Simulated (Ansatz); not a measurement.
BSiH5ClF: several calculations on one system

### Relaxation

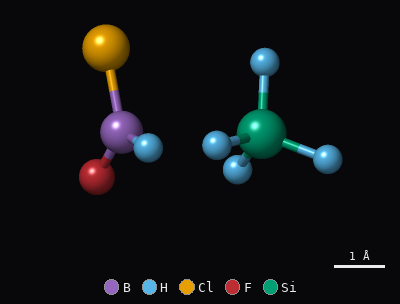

This is the input geometry for a relaxation of BSiH5ClF. Style: ball-and-stick. Shown at a tilt.

The run prepares an end point of a later path (reaction) calculation, from a guessed geometry.

Level of theory: RKS B3LYP/6-31G* (Ansatz 0.2.0).

Input file:
```yaml
crystal:
  periodic: [false, false, false]
  atoms:
    - { symbol: B, position_ang: [-0.016202, 0.422681, -0.056582] }
    - { symbol: H, position_ang: [-0.026155, 0.817433, 1.060586] }
    - { symbol: Cl, position_ang: [1.472266, 0.477492, -1.015108] }
    - { symbol: F, position_ang: [-1.137674, 0.068413, -0.657743] }
    - { symbol: Si, position_ang: [0.514168, -2.468532, 1.112581] }
    - { symbol: H, position_ang: [-0.481715, -3.111665, 0.219846] }
    - { symbol: H, position_ang: [1.877069, -2.622902, 0.548979] }
    - { symbol: H, position_ang: [0.442965, -3.080995, 2.467684] }
    - { symbol: H, position_ang: [0.216779, -1.033726, 1.249558] }
basis:
  gaussian: { orbitals: "6-31G*" }
hamiltonian:
  xc: b3lyp
relax:
  f_tol: 0.03
  max_steps: 50
```

Command:
```bash
ansatz run input.yaml --threads 1 --pin off --max-ram 2048MiB --backend cpu --events-out ev --progress --plain --runs-dir out
```

Question: Where does the relaxation end?

Answer: After 35 accepted moves (47 points after the start) the energy has fallen by 28.9 kJ/mol. The largest force component goes from 0.7 to 0.0081 eV/Å. The line search rejected the trial steps at points 8, 9, 11, 17, 20, 23, 27, 29 and more of the run. The forces were under the threshold at step 7, but the run went on from there. The largest move after the best rigid fit is that of H2, 1.54 Å. Largest moves by element: H 1.54 Å, Cl 1.36 Å, F 1.09 Å, B 0.82 Å, Si 0.64 Å. Some distances before and after: B1–Cl3 1.771 → 1.757 Å, Si5–H9 1.472 → 1.486 Å.

Step by step:

```
step  E − E(0), kJ/mol  largest force component, eV/Å      note
   0              0.00                         0.7000          
   1            -11.59                         0.3013          
   2            -12.78                         1.0051          
   3            -18.15                         0.5673          
   4            -23.64                         0.2025          
   5            -24.37                         0.4029          
   6            -24.91                         0.0301          
   7            -25.11                         0.0176          
   8            -22.17                         1.1040  rejected
   9            -23.61                         0.6824  rejected
  10            -25.21                         0.0900          
  12            -25.37                         0.0886          
  14            -25.52                         0.1727          
  16            -25.86                         0.0699          
  18            -26.10                         0.0759          
  20            -25.48                         0.5752  rejected
  22            -27.13                         0.0800          
  24            -27.38                         0.1106          
  26            -27.78                         0.3364          
  28            -28.15                         0.2123          
  29            -28.09                         0.4103  rejected
  31            -28.40                         0.0482          
  33            -28.46                         0.1449  rejected
  35            -28.61                         0.0655          
  37            -28.73                         0.0126          
  39            -28.78                         0.0477          
  41            -27.64                         0.8027  rejected
  43            -27.54                         0.4559  rejected
  45            -28.82                         0.1333  rejected
  47            -28.90                         0.0081
```

The structure at the end:

```xyz
9

B     0.0665    1.0851   -0.5342
H    -0.6667    1.8030    0.0631
Cl    1.3822    1.7445   -1.4931
F    -0.0983   -0.2224   -0.4855
Si    0.4351   -2.9869    1.4729
H    -0.8474   -3.1780    0.7493
H     1.5475   -2.8587    0.4978
H     0.6839   -4.1590    2.3527
H     0.3587   -1.7594    2.3067
```

After the run, drawn alike:

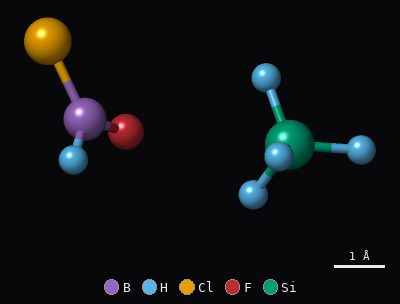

### Relaxation

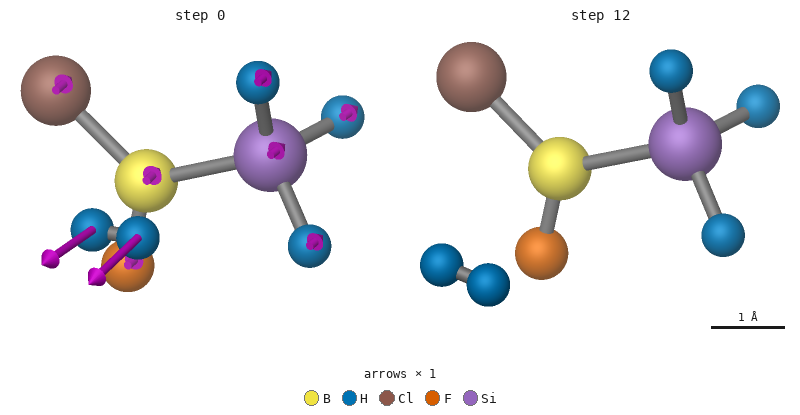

The structure of BSiH5ClF before (left) and after (right) a relaxation, at one scale. The purple arrows give the displacements, at their true length.

The picture is a ball-and-stick view, seen from a free direction.

The run prepares an end point of a later path (reaction) calculation, from a guessed geometry.

Level of theory: Ansatz 0.2.0, RKS B3LYP/6-31G*.

The input:
```yaml
crystal:
  periodic: [false, false, false]
  atoms:
    - { symbol: B, position_ang: [-0.025894, -0.540372, -0.32016] }
    - { symbol: H, position_ang: [0.632194, 0.371973, 1.800314] }
    - { symbol: Cl, position_ang: [1.200009, 0.36138, -1.236031] }
    - { symbol: F, position_ang: [-1.23515, -0.006257, -0.282721] }
    - { symbol: Si, position_ang: [0.362647, -2.281364, 0.529391] }
    - { symbol: H, position_ang: [0.115867, -3.388577, -0.439328] }
    - { symbol: H, position_ang: [1.779873, -2.351855, 0.971526] }
    - { symbol: H, position_ang: [-0.525209, -2.488079, 1.706717] }
    - { symbol: H, position_ang: [0.557162, -0.20865, 2.200091] }
basis:
  gaussian: { orbitals: "6-31G*" }
hamiltonian:
  xc: b3lyp
relax:
  f_tol: 0.03
  max_steps: 50
```

Run as
```bash
ansatz run input.yaml --threads 1 --pin off --max-ram 2048MiB --backend cpu --events-out ev --progress --plain --runs-dir out
```

**Summarise the run.**

The largest moves after the best rigid fit, 1.42 Å, are those of H2 and H9. Largest moves by element: H 1.42 Å, Cl 0.49 Å, F 0.44 Å, B 0.44 Å, Si 0.37 Å. Near-neighbour distances that change, for instance: B1–Si5 1.976 → 2.035 Å, H2–H9 0.709 → 0.743 Å. After 11 accepted moves (12 points after the start) the energy has fallen by 5.05 kcal/mol. The largest force component goes from 1.2 to 0.011 eV/Å. The line search rejected the trial step at point 9 of the run. The run took 52 s on 1 thread of Arm Neoverse V1, on a shared host, peak memory 0.17 GiB.

Limits of the set-up: the start holds two separate molecules, 2.4 Å apart at their closest, whose relative position is a soft coordinate and is computed without a dispersion correction.

### Path

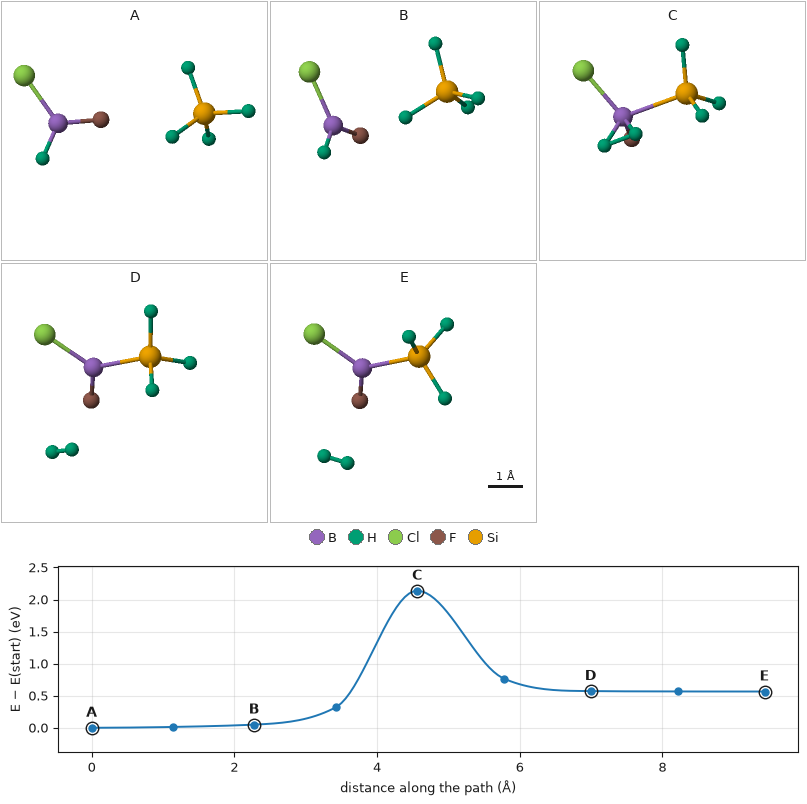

NEB run on BSiH5ClF, made up at the start of BHClF and SiH$_{4}$. Images are numbered from 0 (start) to 8 (end). Frames A to E are images 0, 2, 4, 6, 8. Style: ball-and-stick. Shown at a tilt.

The calculation used RKS B3LYP/6-31G* (Ansatz). Set-up: 7 movable images; climbing image; force threshold 0.05 eV/Å; iteration limit 60; starting path through a guess of the saddle point.

Describe the mechanism and the energy profile.

Answer. Breaking: B–H (1.19 → 4.23 Å), H–Si (1.49 → 4.43 Å). Forming: B–Si (4.55 → 2.03 Å), H–H (4.33 → 0.74 Å). Forward barrier 2.14 eV, backward barrier 1.57 eV, with image 4 at the top; the reaction energy is +0.57 eV. The band converged in 27 iterations. The largest component of the band force went from 36 to 0.043 eV/Å. The climbing image converged on the top of the path. Its vibrational analysis gives 2 imaginary modes over 30i cm⁻¹, so it isn't confirmed as a transition state.

Limits of the set-up: the start holds two separate molecules, 3.2 Å apart at their closest, whose relative position is a soft coordinate and is computed without a dispersion correction.
